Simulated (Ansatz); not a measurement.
**B8P8 wurtzite off sphere (B₈P₈H₂₂): the relaxed shape and its frontier levels**

What does B8P8 wurtzite off sphere (B₈P₈H₂₂) look like as a singlet, and where do its frontier electrons sit?

Method: RKS PBE0-D4/def2-TZVP; program: Ansatz 0.2.0, Gaussian basis.

Levels to be run: relaxation at PBE-D4/def2-SVP; a single point at PBE0-D4/def2-TZVP.

1 further run of the same task is left out (set aside as unsound or not needed).

### Step 1. Starting geometry

38 atoms, charge 0, spin multiplicity 1.

Atoms are counted from 1 here; the program's logs count them from 0.

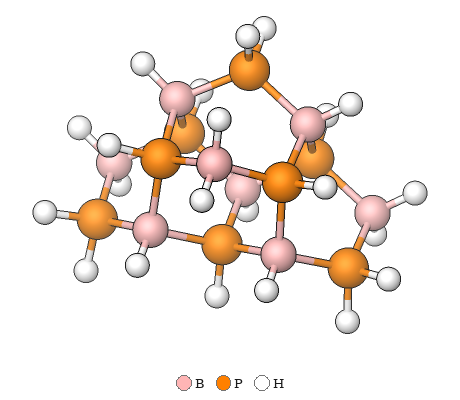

The starting geometry (boron pink, phosphorus orange, hydrogen white).

The start is a GFN2-xTB geometry.

### Step 2. Optimising with PBE-D4/def2-SVP

The input, in.yaml:

```yaml
crystal:
  periodic: [false, false, false]
  atoms:
    - {symbol: B, position_ang: [0.422220, -3.470740, -1.048280]}
    - {symbol: P, position_ang: [0.423640, -3.366350, 0.893330]}
    - {symbol: P, position_ang: [0.426470, -1.612040, -1.580380]}
    - {symbol: B, position_ang: [-1.173650, -0.676390, -0.999300]}
    - {symbol: B, position_ang: [0.420880, -1.601890, 1.684150]}
    - {symbol: P, position_ang: [-1.108530, -0.640380, 0.962730]}
    - {symbol: P, position_ang: [-1.182750, 1.178510, -1.577310]}
    - {symbol: B, position_ang: [-2.792830, 2.105510, -1.041750]}
    - {symbol: B, position_ang: [-1.174130, 1.163510, 1.686900]}
    - {symbol: P, position_ang: [-2.700630, 2.050100, 0.899290]}
    - {symbol: B, position_ang: [2.037070, -0.702020, -0.970270]}
    - {symbol: P, position_ang: [1.959490, -0.620640, 0.994090]}
    - {symbol: P, position_ang: [1.918980, 1.109180, -1.612470]}
    - {symbol: B, position_ang: [0.411510, 2.117570, -0.967360]}
    - {symbol: B, position_ang: [2.048350, 1.179660, 1.705550]}
    - {symbol: P, position_ang: [0.444820, 2.006490, 0.997490]}
    - {symbol: H, position_ang: [-0.578670, -4.003740, -1.408280]}
    - {symbol: H, position_ang: [1.417250, -4.010270, -1.414410]}
    - {symbol: H, position_ang: [-0.603520, -4.113390, 1.465080]}
    - {symbol: H, position_ang: [1.454880, -4.106680, 1.463630]}
    - {symbol: H, position_ang: [0.446920, -1.546380, -2.983280]}
    - {symbol: H, position_ang: [-2.154250, -1.241530, -1.371430]}
    - {symbol: H, position_ang: [0.405480, -1.628710, 2.871560]}
    - {symbol: H, position_ang: [-2.260000, -1.302180, 1.434410]}
    - {symbol: H, position_ang: [-1.116390, 1.166550, -2.980250]}
    - {symbol: H, position_ang: [-3.756600, 1.509210, -1.403870]}
    - {symbol: H, position_ang: [-2.758740, 3.237800, -1.404790]}
    - {symbol: H, position_ang: [-1.203240, 1.160580, 2.874400]}
    - {symbol: H, position_ang: [-3.859910, 1.530650, 1.469900]}
    - {symbol: H, position_ang: [-2.825940, 3.311670, 1.473200]}
    - {symbol: H, position_ang: [3.022420, -1.242990, -1.356660]}
    - {symbol: H, position_ang: [3.085330, -1.327930, 1.441200]}
    - {symbol: H, position_ang: [1.938400, 1.123300, -3.007700]}
    - {symbol: H, position_ang: [3.115780, 1.798230, -1.443270]}
    - {symbol: H, position_ang: [0.435260, 3.242540, -1.351000]}
    - {symbol: H, position_ang: [2.007210, 1.153450, 2.894500]}
    - {symbol: H, position_ang: [3.011730, 1.735160, 1.262030]}
    - {symbol: H, position_ang: [0.395690, 3.334590, 1.448610]}
basis:
  gaussian: {orbitals: def2-SVP}
hamiltonian: {xc: pbe, dispersion: d4}
scf: {lower_state_search: "off"}
output: {orbitals: {seedname: orbitals}}
relax: {f_tol: 0.03, max_steps: 70}
```

Started as:

```console
$ ansatz run in.yaml --threads 2 --pin off --events-out ev --progress --plain --max-ram 32768MiB --backend cuda --devices 0, --max-vram 18GiB
```

Output:

```text
Functional definition: PBE
  name "PBE"
  cite "Perdew, Burke & Ernzerhof, Phys. Rev. Lett. 77, 3865 (1996) doi:10.1103/PhysRevLett.77.3865"
  parent pbe
  parameter kappa = 0.804
  parameter beta = 0.06672455060314922
  exchange = pbe_x(kappa = kappa, mu = beta*pi^2/3)
  correlation = pbe_c(beta = beta)
these checks for a lower state are left out or cut short: stability, starts, cluster_reference, orbital_swaps, neighbouring_geometries, increment
4164 factors; their error is unknown
mean field evaluation 1: about -79995.4189 eV, gradient 7.4e1 eV
mean field evaluation 2: about -79986.6219 eV, gradient 8.9e1 eV
mean field evaluation 4: about -80014.3590 eV, gradient 7.7e0 eV
mean field evaluation 8: about -80014.5380 eV, gradient 2.6e-1 eV
mean field evaluation 16: about -80014.4589 eV, gradient 2.8e-4 eV
mean field -80014.45893844 eV, -2940.4771302394 hartree, gradient 8.6e-7 eV, S^2 0.000000; 0 other end points of the search recorded, 0 dependent functions left out
the calculation of the forces begins
reference -80014.45900369 eV, -2940.4771326375 hartree; 91, 91 occupied and 275, 275 virtual orbitals, 4164 factors
relax step   1: F+E_penalty+E_count = -80017.03845898 eV  Δ(F+E_penalty+E_count) = +0.000e0 eV  max|allowed force component| = 8.472e-1 eV/Å  Δτ_max = 0.0000 Å  (20 SCF iters, accepted)
these checks for a lower state are left out or cut short: stability, starts, cluster_reference, orbital_swaps, neighbouring_geometries, increment
4164 factors; their error is unknown
mean field -80014.81936004 eV, -2940.4903754888 hartree, gradient 7.4e-6 eV, S^2 0.000000; 0 other end points of the search recorded, 0 dependent functions left out
the calculation of the forces begins
reference -80014.81942581 eV, -2940.4903779060 hartree; 91, 91 occupied and 275, 275 virtual orbitals, 4164 factors
relax step   2: F+E_penalty+E_count = -80017.36240594 eV  Δ(F+E_penalty+E_count) = -3.239e-1 eV  max|allowed force component| = 2.797e-1 eV/Å  Δτ_max = 0.0796 Å  (20 SCF iters, accepted)
these checks for a lower state are left out or cut short: stability, starts, cluster_reference, orbital_swaps, neighbouring_geometries, increment
4164 factors; their error is unknown
mean field evaluation 32: about -80014.9006 eV, gradient 8.8e-2 eV
mean field -80014.82923819 eV, -2940.4907385044 hartree, gradient 8.1e-6 eV, S^2 0.000000; 0 other end points of the search recorded, 0 dependent functions left out
the calculation of the forces begins
reference -80014.82930409 eV, -2940.4907409259 hartree; 91, 91 occupied and 275, 275 virtual orbitals, 4164 factors
relax step   3: F+E_penalty+E_count = -80017.35950142 eV  Δ(F+E_penalty+E_count) = +2.905e-3 eV  max|allowed force component| = 3.346e-1 eV/Å  Δτ_max = 0.1488 Å  (20 SCF iters, rejected (line search))
these checks for a lower state are left out or cut short: stability, starts, cluster_reference, orbital_swaps, neighbouring_geometries, increment
4164 factors; their error is unknown
mean field -80014.87814948 eV, -2940.4925359611 hartree, gradient 7.0e-6 eV, S^2 0.000000; 0 other end points of the search recorded, 0 dependent functions left out
the calculation of the forces begins
reference -80014.87821536 eV, -2940.4925383819 hartree; 91, 91 occupied and 275, 275 virtual orbitals, 4164 factors
relax step   4: F+E_penalty+E_count = -80017.40632291 eV  Δ(F+E_penalty+E_count) = -4.392e-2 eV  max|allowed force component| = 6.943e-2 eV/Å  Δτ_max = 0.0620 Å  (20 SCF iters, accepted)
these checks for a lower state are left out or cut short: stability, starts, cluster_reference, orbital_swaps, neighbouring_geometries, increment
4164 factors; their error is unknown
mean field -80014.88141550 eV, -2940.4926559849 hartree, gradient 6.8e-6 eV, S^2 0.000000; 0 other end points of the search recorded, 0 dependent functions left out
the calculation of the forces begins
reference -80014.88148141 eV, -2940.4926584073 hartree; 91, 91 occupied and 275, 275 virtual orbitals, 4164 factors
relax step   5: F+E_penalty+E_count = -80017.40770059 eV  Δ(F+E_penalty+E_count) = -1.378e-3 eV  max|allowed force component| = 4.723e-2 eV/Å  Δτ_max = 0.0155 Å  (22 SCF iters, accepted)
these checks for a lower state are left out or cut short: stability, starts, cluster_reference, orbital_swaps, neighbouring_geometries, increment
4164 factors; their error is unknown
mean field -80014.88244074 eV, -2940.4926936619 hartree, gradient 1.2e-6 eV, S^2 0.000000; 0 other end points of the search recorded, 0 dependent functions left out
the calculation of the forces begins
reference -80014.88250666 eV, -2940.4926960845 hartree; 91, 91 occupied and 275, 275 virtual orbitals, 4164 factors
relax step   6: F+E_penalty+E_count = -80017.40807545 eV  Δ(F+E_penalty+E_count) = -3.749e-4 eV  max|allowed force component| = 3.142e-3 eV/Å  Δτ_max = 0.0046 Å  (14 SCF iters, accepted)
Total energy: -80017.40814138 eV, -2940.5855114484 hartree
Atom 0 at     0.435110    -3.505843    -1.035915 Å, force     0.000078     0.001987    -0.001361 eV/Å
Atom 1 at     0.425095    -3.411995     0.924794 Å, force    -0.000115     0.002794     0.000771 eV/Å
Atom 2 at     0.432330    -1.631420    -1.605547 Å, force    -0.000273    -0.003142    -0.000353 eV/Å
Atom 3 at    -1.179530    -0.679047    -1.027495 Å, force     0.002907     0.001668     0.002746 eV/Å
Atom 4 at     0.421632    -1.614997     1.684114 Å, force    -0.000094     0.000178    -0.001238 eV/Å
Atom 5 at    -1.134599    -0.655581     0.961481 Å, force     0.000306     0.000187     0.000660 eV/Å
Atom 6 at    -1.197225     1.194094    -1.602214 Å, force    -0.002749     0.001477    -0.000334 eV/Å
Atom 7 at    -2.817366     2.134744    -1.029282 Å, force     0.001640    -0.001020    -0.001310 eV/Å
Atom 8 at    -1.185104     1.170634     1.687389 Å, force     0.000086    -0.000176    -0.001223 eV/Å
Atom 9 at    -2.739912     2.074308     0.931243 Å, force     0.002452    -0.001422     0.000756 eV/Å
Atom 10 at     2.052714    -0.707113    -0.993321 Å, force    -0.001951     0.000080     0.001479 eV/Å
Atom 11 at     1.984582    -0.641451     0.994214 Å, force    -0.000227     0.000359    -0.001434 eV/Å
Atom 12 at     1.962767     1.133920    -1.626865 Å, force    -0.001981    -0.001191    -0.002495 eV/Å
Atom 13 at     0.414930     2.132629    -0.989958 Å, force    -0.000984    -0.001744     0.001430 eV/Å
Atom 14 at     2.052344     1.181779     1.708640 Å, force    -0.001826    -0.001121     0.001983 eV/Å
Atom 15 at     0.439496     2.037327     0.997380 Å, force     0.000193    -0.000411    -0.001418 eV/Å
Atom 16 at    -0.596626    -4.044737    -1.411669 Å, force    -0.000767    -0.000659    -0.000393 eV/Å
Atom 17 at     1.464851    -4.052404    -1.405383 Å, force     0.000854     0.000580     0.000216 eV/Å
Atom 18 at    -0.659190    -4.152089     1.489544 Å, force    -0.000342    -0.000738     0.000118 eV/Å
Atom 19 at     1.518993    -4.127882     1.500783 Å, force     0.000397    -0.000775     0.000420 eV/Å
Atom 20 at     0.445943    -1.612749    -3.036018 Å, force     0.001411    -0.000617     0.000244 eV/Å
Atom 21 at    -2.182943    -1.257326    -1.416326 Å, force    -0.000626    -0.000343    -0.001401 eV/Å
Atom 22 at     0.409081    -1.615779     2.903916 Å, force     0.000102     0.000373     0.000393 eV/Å
Atom 23 at    -2.304340    -1.330783     1.432856 Å, force     0.000227     0.000110     0.000206 eV/Å
Atom 24 at    -1.175699     1.199049    -3.032701 Å, force     0.000168     0.001494     0.000240 eV/Å
Atom 25 at    -3.801262     1.513429    -1.406081 Å, force    -0.000915    -0.000372    -0.000297 eV/Å
Atom 26 at    -2.773922     3.300679    -1.395793 Å, force     0.000854     0.000449     0.000149 eV/Å
Atom 27 at    -1.190845     1.158000     2.907178 Å, force     0.000373    -0.000107     0.000387 eV/Å
Atom 28 at    -3.922627     1.503922     1.495347 Å, force    -0.000800     0.000099     0.000134 eV/Å
Atom 29 at    -2.812618     3.378176     1.510468 Å, force    -0.000431     0.000745     0.000379 eV/Å
Atom 30 at     3.060862    -1.265472    -1.394837 Å, force     0.002071    -0.000203    -0.000423 eV/Å
Atom 31 at     3.136922    -1.350338     1.453704 Å, force    -0.000363    -0.000261     0.000867 eV/Å
Atom 32 at     1.968121     1.138721    -3.056439 Å, force    -0.000495    -0.000258    -0.000913 eV/Å
Atom 33 at     3.179954     1.835572    -1.373288 Å, force    -0.001323    -0.000730     0.000231 eV/Å
Atom 34 at     0.436081     3.285568    -1.389480 Å, force     0.000903     0.001916    -0.000455 eV/Å
Atom 35 at     1.987929     1.143123     2.929280 Å, force     0.000370     0.000240    -0.000394 eV/Å
Atom 36 at     3.040708     1.752392     1.256998 Å, force     0.001291     0.000747     0.000771 eV/Å
Atom 37 at     0.403360     3.388949     1.459273 Å, force    -0.000418    -0.000193     0.000862 eV/Å
Dipole moment:    -0.001337    -0.001127     0.107984 e Å
Checks for a lower state left out: stability, starts, cluster_reference, orbital_swaps, neighbouring_geometries, increment
```

It took 33 s on 1 × H100 (card shared with other runs) with 2 threads of AMD EPYC 7R13, shared host; peak host memory 1.1 GiB.

Step by step: (the energy doesn't fall at every step)

```tsv
step	energy from step 1 (eV)	largest force component (eV/Å)
1	0.0000	0.8472
2	-0.3239	0.2797
3	-0.3210	0.3346
4	-0.3679	0.0694
5	-0.3692	0.0472
6	-0.3696	0.0031
```

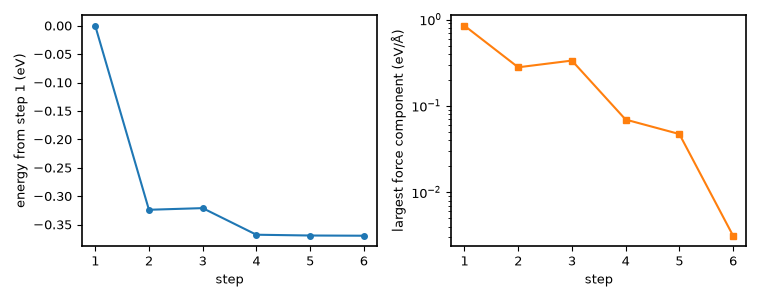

Energy and largest force along the relaxation.

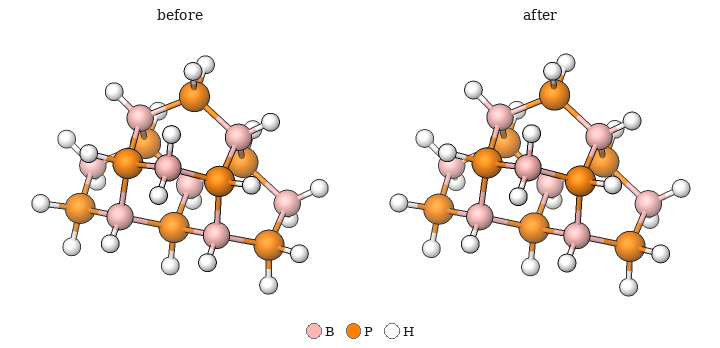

Before and after, at one scale.

Distances of close pairs at the start and the end, largest changes first:

```tsv
bond	before (Å)	after (Å)	change (Å)
P10–H30	1.392	1.429	+0.037
P2–H20	1.392	1.429	+0.037
P10–H29	1.393	1.429	+0.037
P13–H34	1.391	1.428	+0.036
P2–H19	1.393	1.429	+0.036
P13–H33	1.395	1.430	+0.034
B1–H17	1.190	1.223	+0.033
B8–H27	1.190	1.223	+0.033
```

Bonds by kind at the end (by distance):

```tsv
bond	count	shortest (Å)	longest (Å)
B–P	21	1.949	1.990
B–H	11	1.220	1.227
H–P	11	1.428	1.431
```

### Step 3. Single point, PBE0-D4/def2-TZVP

start.molden holds the orbitals of an earlier run on this state, given as this run's starting guess.

The input, in.yaml:

```yaml
crystal:
  periodic: [false, false, false]
  atoms:
    - {symbol: B, position_ang: [0.435110, -3.505843, -1.035915]}
    - {symbol: P, position_ang: [0.425095, -3.411995, 0.924794]}
    - {symbol: P, position_ang: [0.432330, -1.631420, -1.605547]}
    - {symbol: B, position_ang: [-1.179530, -0.679047, -1.027495]}
    - {symbol: B, position_ang: [0.421632, -1.614997, 1.684114]}
    - {symbol: P, position_ang: [-1.134599, -0.655581, 0.961481]}
    - {symbol: P, position_ang: [-1.197225, 1.194094, -1.602214]}
    - {symbol: B, position_ang: [-2.817366, 2.134744, -1.029282]}
    - {symbol: B, position_ang: [-1.185104, 1.170634, 1.687389]}
    - {symbol: P, position_ang: [-2.739912, 2.074308, 0.931243]}
    - {symbol: B, position_ang: [2.052714, -0.707113, -0.993321]}
    - {symbol: P, position_ang: [1.984582, -0.641451, 0.994214]}
    - {symbol: P, position_ang: [1.962767, 1.133920, -1.626865]}
    - {symbol: B, position_ang: [0.414930, 2.132629, -0.989958]}
    - {symbol: B, position_ang: [2.052344, 1.181779, 1.708640]}
    - {symbol: P, position_ang: [0.439496, 2.037327, 0.997380]}
    - {symbol: H, position_ang: [-0.596626, -4.044737, -1.411669]}
    - {symbol: H, position_ang: [1.464851, -4.052404, -1.405383]}
    - {symbol: H, position_ang: [-0.659190, -4.152089, 1.489544]}
    - {symbol: H, position_ang: [1.518993, -4.127882, 1.500783]}
    - {symbol: H, position_ang: [0.445943, -1.612749, -3.036018]}
    - {symbol: H, position_ang: [-2.182943, -1.257326, -1.416326]}
    - {symbol: H, position_ang: [0.409081, -1.615779, 2.903916]}
    - {symbol: H, position_ang: [-2.304340, -1.330783, 1.432856]}
    - {symbol: H, position_ang: [-1.175699, 1.199049, -3.032701]}
    - {symbol: H, position_ang: [-3.801262, 1.513429, -1.406081]}
    - {symbol: H, position_ang: [-2.773922, 3.300679, -1.395793]}
    - {symbol: H, position_ang: [-1.190845, 1.158000, 2.907178]}
    - {symbol: H, position_ang: [-3.922627, 1.503922, 1.495347]}
    - {symbol: H, position_ang: [-2.812618, 3.378176, 1.510468]}
    - {symbol: H, position_ang: [3.060862, -1.265472, -1.394837]}
    - {symbol: H, position_ang: [3.136922, -1.350338, 1.453704]}
    - {symbol: H, position_ang: [1.968121, 1.138721, -3.056439]}
    - {symbol: H, position_ang: [3.179954, 1.835572, -1.373288]}
    - {symbol: H, position_ang: [0.436081, 3.285568, -1.389480]}
    - {symbol: H, position_ang: [1.987929, 1.143123, 2.929280]}
    - {symbol: H, position_ang: [3.040708, 1.752392, 1.256998]}
    - {symbol: H, position_ang: [0.403360, 3.388949, 1.459273]}
basis:
  gaussian: {orbitals: def2-TZVP, fitting: {mean_field: def2-universal-jkfit}, initial_orbitals: start.molden}
hamiltonian: {xc: pbe0, dispersion: d4}
scf: {omitted_lower_state_checks: [starts]}
output: {orbitals: {seedname: orbitals}}
```

The command is unchanged.

Output:

```text
Functional definition: PBE0
  name "PBE0"
  cite "Adamo & Barone, J. Chem. Phys. 110, 6158 (1999) doi:10.1063/1.478522"
  cite "Perdew, Burke & Ernzerhof, Phys. Rev. Lett. 77, 3865 (1996) doi:10.1103/PhysRevLett.77.3865"
  parent pbe
  parameter a = 0.25
  parameter kappa = 0.804
  parameter beta = 0.06672455060314922
  exchange = (1 - a)*pbe_x(kappa = kappa, mu = beta*pi^2/3) + a*exact_x
  correlation = pbe_c(beta = beta)
these checks for a lower state are left out or cut short: starts
2020 factors; integrals over basis functions are off by at most 5.6e-1 eV
mean field evaluation 1: about -80046.9187 eV, gradient 2.2e2 eV
mean field evaluation 2: about -80054.8402 eV, gradient 8.5e0 eV
mean field evaluation 4: about -80055.0258 eV, gradient 2.3e-1 eV
mean field evaluation 8: about -80055.0261 eV, gradient 1.4e-5 eV
mean field -80055.02610084 eV, -2941.9679459602 hartree, gradient 1.4e-5 eV, S^2 0.000000; 0 other end points of the search recorded, 0 dependent functions left out
reference -80055.02616820 eV, -2941.9679484358 hartree; 91, 91 occupied and 585, 585 virtual orbitals, 2020 factors
Total energy: -80057.25807390 eV, -2942.0499694573 hartree
Checks for a lower state left out: starts
```

Wall time 95 s (1 × H100 (card shared with other runs) with 2 threads of AMD EPYC 7R13, shared host); peak host memory 6 GiB.

Report: HOMO -7.14 eV, LUMO -0.93 eV.

Mulliken charges, from this run's orbitals:

B1 -0.29; P2 0.01; P3 0.00; B4 -0.06; B5 -0.02; P6 -0.10; P7 0.00; B8 -0.29; B9 -0.02; P10 0.01; B11 -0.04; P12 -0.04; P13 -0.03; B14 -0.04; B15 -0.32; P16 -0.04; H17 0.03; H18 0.03; H19 0.08; H20 0.09; H21 0.05; H22 0.06; H23 0.06; H24 0.06; H25 0.05; H26 0.03; H27 0.03; H28 0.06; H29 0.08; H30 0.09; H31 0.06; H32 0.06; H33 0.08; H34 0.10; H35 0.06; H36 0.03; H37 0.03; H38 0.06

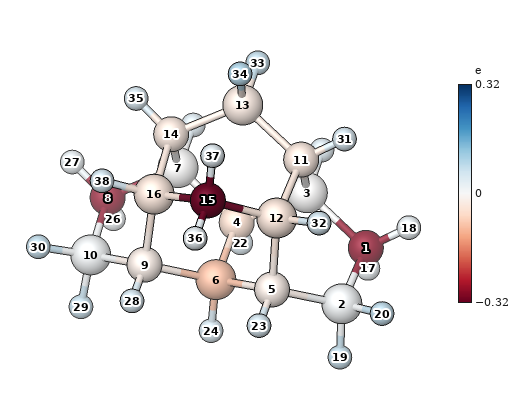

Mulliken charges, from this run's orbitals, as colours on the atoms.

Largest Mayer bond orders: B15–H37 0.98; B1–H18 0.95; B8–H27 0.95; B15–H36 0.95; B1–H17 0.95; B8–H26 0.95; P2–H19 0.94; P2–H20 0.94; P10–H29 0.94; P10–H30 0.94.

### Step 4. What came out

| quantity | value |
| --- | --- |
| point group | Cs |
| commonest bond, hydrogen aside | B–P, 21 of mean length 1.964 Å |
| HOMO, LUMO at PBE0-D4/def2-TZVP | -7.14, -0.93 eV |
| dipole at PBE-D4/def2-SVP | 0.52 D |

The molecule keeps its bonding pattern by the stored test; the atoms moved 0.05 Å (rms). No usable vibrations, so a minimum isn't proven. Whether this spin is the lowest isn't tested here. The point group is read from a loosely relaxed geometry; soft torsions can leave it below the true symmetry.
